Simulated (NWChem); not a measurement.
# HBS (hydrogen boron sulfide): MP2/def2-TZVPPD

Aim: the energy change on altering one bond length of HBS (hydrogen boron sulfide) at MP2/def2-TZVPPD, from 2 runs. 

The results are computed with NWChem 7.3.0.

3 further runs of the same task are left out: 3 set aside as unsound or not needed. Runs told in other sessions of the task aren't counted.

## 1. The system as given

HBS has 3 atoms, charge 0, and is taken as a singlet. As SMILES, `B=S`. The shape is that of a PBE0-D4/def2-TZVP optimisation.

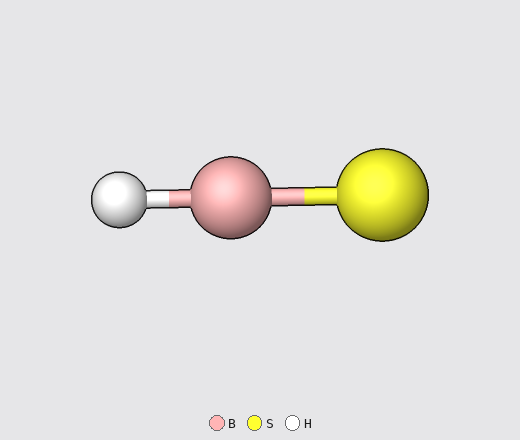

Viewed from a chosen angle; boron pink, sulfur yellow, hydrogen white.

## 2. Energy and gradient at MP2/def2-TZVPPD

nw.xyz

```xyz
3
BHS
B     -0.038660    -0.014560     0.134750
S      0.399170     0.147640    -1.393290
H     -0.360510    -0.133080     1.258530
```

nw.nw

```
start nw
title "BHS"
memory 2200 mb
geometry units angstrom noautosym nocenter noautoz
   load format xyz nw.xyz
end
basis spherical bse
   * library def2-TZVPPD
end
scf
   thresh 1e-08
   maxiter 80
   noprint "final vectors analysis"
end
mp2
   freeze core 6
   tight
end
task mp2 gradient
```

Command:

```
$ nwchem nw.nw > nw.out
```

Log:

```text
[...]
  functions       =   105
[...]
  wavefunction    = RHF
[...]
         Total SCF energy =   -422.830447006825
      One-electron energy =   -646.442220245239
      Two-electron energy =    191.810686108020
 Nuclear repulsion energy =     31.801087130395
        Time for solution =     10.9s
[...]
          Total MP2 energy          -423.093724153220
[...]
                         mp2 ENERGY GRADIENTS
    atom               coordinates                        gradient
                 x          y          z           x          y          z
   1 B      -0.073057  -0.027514   0.254641    0.002514   0.000893  -0.008801
   2 S       0.754322   0.278999  -2.632936   -0.001827  -0.000661   0.006387
   3 H      -0.681265  -0.251485   2.378277   -0.000687  -0.000232   0.002413
[...]
```

Wall time 35 s (1 thread of Intel Xeon 6975P-C (Granite Rapids), shared host); peak memory 0.24 GiB.

## 3. The distorted shape: a single-point energy at MP2/def2-TZVPPD

test.xyz

```xyz
3

B      0.009618     0.003218    -0.033820
S      0.447448     0.165418    -1.561860
H     -0.360510    -0.133080     1.258530
```

test.nw

```
start test
memory total 2200 mb
charge 0

geometry units angstroms noautosym nocenter noautoz
 load format xyz test.xyz
end

basis spherical bse
 B library def2-TZVPPD
 S library def2-TZVPPD
 H library def2-TZVPPD
end

scf
 thresh 1e-08
 maxiter 80
end

mp2
 freeze core 6
 tight
end

task mp2 energy
```

Command:

```
$ nwchem test.nw > test.out
```

Log:

```text
[...]
  functions       =   105
[...]
  wavefunction    = RHF
[...]
         Total SCF energy =   -422.816795435778
      One-electron energy =   -645.481813933714
      Two-electron energy =    191.340161418874
 Nuclear repulsion energy =     31.324857079062
        Time for solution =     10.7s
[...]
          Total MP2 energy          -423.081249323141
[...]
```

Run time: 13 s. Hardware: 1 thread of Intel Xeon 6975P-C (Granite Rapids), shared host; peak memory 0.2 GiB.

## 4. Results

Level: MP2/def2-TZVPPD, 6 core orbitals frozen.

| quantity | value |
| --- | --- |
| first shape: total energy | -423.09372 Eh |
| first shape: dipole moment (of the density that the program reports) | 1.30 D |
| first shape: correlation energy (6 core orbitals frozen) | -263.3 mEh |
| first shape: largest force on an atom | 0.473 eV/Å |
| distorted shape: total energy | -423.08125 Eh |
| distorted shape: HOMO energy (Hartree–Fock orbitals) | -11.02 eV |
| distorted shape: LUMO energy (Hartree–Fock orbitals) | 1.17 eV |
| distorted shape: HOMO–LUMO gap (Hartree–Fock orbitals) | 12.19 eV |
| distorted shape: correlation energy (6 core orbitals frozen) | -264.5 mEh |
| energy change with the B1–H3 bond stretched from 1.175 to 1.351 Å | 0.339 eV |

**Reading.** With the B1–H3 bond stretched from 1.175 to 1.351 Å the energy rises by 0.34 eV (7.8 kcal/mol). The first shape isn't relaxed at this level, so the change isn't measured from a minimum. The largest force (first shape) is 0.47 eV/Å: the shape isn't a stationary point for this species at this level. Mulliken charges (distorted shape) of the mean-field density run from -0.35 on S2 to +0.35 on B1; in a basis this large or diffuse they mean little.
